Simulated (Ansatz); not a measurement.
**MP2/cc-pVDZ run of GeNH4Cl (SMILES [NH2][GeH2][Cl])**

What is the vertical ionisation energy of GeNH4Cl at MP2/cc-pVDZ? 

Program for the calculation: Ansatz 0.2.0.

68 further runs of the same task are left out: 68 set aside as unsound or not needed.

### 1 The structure to begin with

The species is GeNH4Cl (7 atoms), meant as a singlet with charge 0. As SMILES, `[NH2][GeH2][Cl]`. Geometry: relaxed at PBE0-D4/def2-TZVP. This is one conformer, not always the lowest.

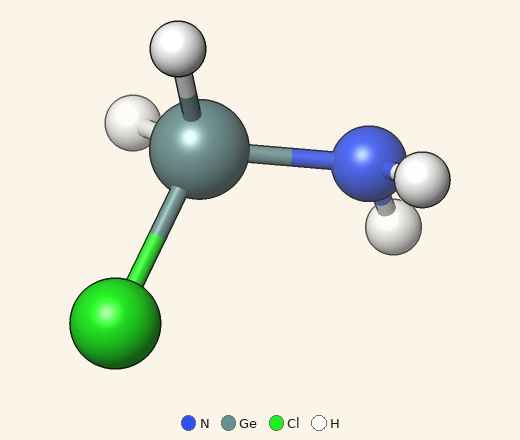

The structure, seen from a chosen angle (nitrogen blue, germanium teal, chlorine green, hydrogen white).

### 2 The energy at MP2/cc-pVDZ

File in.yaml:

```yaml
crystal:
  periodic: [false, false, false]
  atoms:
    - symbol: N
      position_ang: [-0.792900, 0.515500, -0.722700]
    - symbol: Ge
      position_ang: [0.579900, 0.003300, 0.353200]
    - symbol: Cl
      position_ang: [0.394500, -2.054600, 1.034500]
    - symbol: H
      position_ang: [-1.700900, 0.526800, -0.279600]
    - symbol: H
      position_ang: [-0.858900, 0.014700, -1.597700]
    - symbol: H
      position_ang: [0.559300, 0.864900, 1.617200]
    - symbol: H
      position_ang: [1.880200, 0.061300, -0.450600]
basis:
  gaussian: {orbitals: cc-pVDZ}
correlation: {method: mp2, frozen_orbitals: {Cl: 5, Ge: 9, H: 0, "N": 1}}
accuracy: high
```

The run is started by

```bash
$ ansatz run in.yaml --threads 1 --pin off --max-ram 3480MiB --events-out events.jsonl --progress --plain --runs-dir runs
```

What it wrote:

```text
Warning: RAYON_NUM_THREADS=1 ignored (pool sized by the plan → 1); use --threads N
Functional definition: HF
  name "HF"
  exchange = exact_x
  correlation = 0
1818 factors; integrals over basis functions are off by at most 4.5e-9 eV
mean field evaluation 1: about -70520.9563 eV, gradient 2.9e1 eV
mean field evaluation 2: about -70520.9675 eV, gradient 2.9e1 eV
mean field evaluation 4: about -70523.0480 eV, gradient 2.3e0 eV
mean field evaluation 8: about -70523.0680 eV, gradient 1.2e-4 eV
mean field -70523.06802244 eV, -2591.6749475722 hartree, gradient 2.7e-8 eV, S^2 0.000000; 0 other end points of the search recorded, 0 dependent functions left out
15 core orbitals not correlated: weight in the atoms' cores, before any rotation towards them, 1.000 or more for the frozen orbitals, at most 0.000 for the correlated occupied ones
reference -70523.06802244 eV, -2591.6749475722 hartree; 15, 15 occupied and 49, 49 virtual orbitals, 1818 factors
second order -11.56641435 eV of doubles, -0.00000000 eV of singles
Total energy: -70534.63443678 eV, -2592.1000054594 hartree
```

Wall time 3.9 s (1 thread of Arm Neoverse V1, shared host); peak memory 0.23 GiB.

### 3 The doublet cation at the same level

in.yaml, as its differences from that of step 2:

```diff
@@ -1 +1,4 @@
+basis:
+  gaussian:
+    orbitals: cc-pVDZ
 crystal:
@@ -17,5 +20,9 @@
       position_ang: [1.880200, 0.061300, -0.450600]
-basis:
-  gaussian: {orbitals: cc-pVDZ}
-correlation: {method: mp2, frozen_orbitals: {Cl: 5, Ge: 9, H: 0, "N": 1}}
+total_charge: 1
+magnetization:
+  spin_polarized: true
+  initial_magnetization: 1
+correlation:
+  method: mp2
+  frozen_orbitals: {Cl: 5, Ge: 9, H: 0, "N": 1}
 accuracy: high
```

The run is started by

```bash
$ ansatz run in.yaml --threads 1 --pin off --max-ram 3480MiB --events-out events.jsonl --progress --plain --runs-dir runs
```

What it wrote, cut to the lines that bear on the results:

```text
Warning: RAYON_NUM_THREADS=1 ignored (pool sized by the plan → 1); use --threads N
Functional definition: HF
  name "HF"
[...]
1817 factors; integrals over basis functions are off by at most 4.5e-9 eV
[...]
mean field -70514.06589565 eV, -2591.3441255147 hartree, gradient 1.8e-8 eV, S^2 0.762547; 11 other end points of the search recorded, 0 dependent functions left out
15 core orbitals not correlated: weight in the atoms' cores, before any rotation towards them, 1.000 or more for the frozen orbitals, at most 0.000 for the correlated occupied ones
reference -70514.06589565 eV, -2591.3441255147 hartree; 15, 14 occupied and 49, 50 virtual orbitals, 1817 factors
second order -10.37070626 eV of doubles, -0.00000000 eV of singles
Total energy: -70524.43660191 eV, -2591.7252419400 hartree
```

Wall time 15 s (1 thread of Arm Neoverse V1, shared host); peak memory 0.32 GiB.

### 4 Results

At MP2/cc-pVDZ, 15 core orbitals frozen:

```
                                                     quantity           value
                                singlet GeNH4Cl: total energy  -2592.10001 Eh
singlet GeNH4Cl: correlation energy (15 core orbitals frozen)      -425.1 mEh
                                 doublet cation: total energy  -2591.72524 Eh
 doublet cation: correlation energy (15 core orbitals frozen)      -381.1 mEh
            doublet cation: ⟨S²⟩ of the reference determinant           0.763
           vertical ionisation energy (to the doublet cation)       10.198 eV
```

**Reading.** Removing an electron at fixed nuclei costs 10.20 eV (984 kJ/mol).
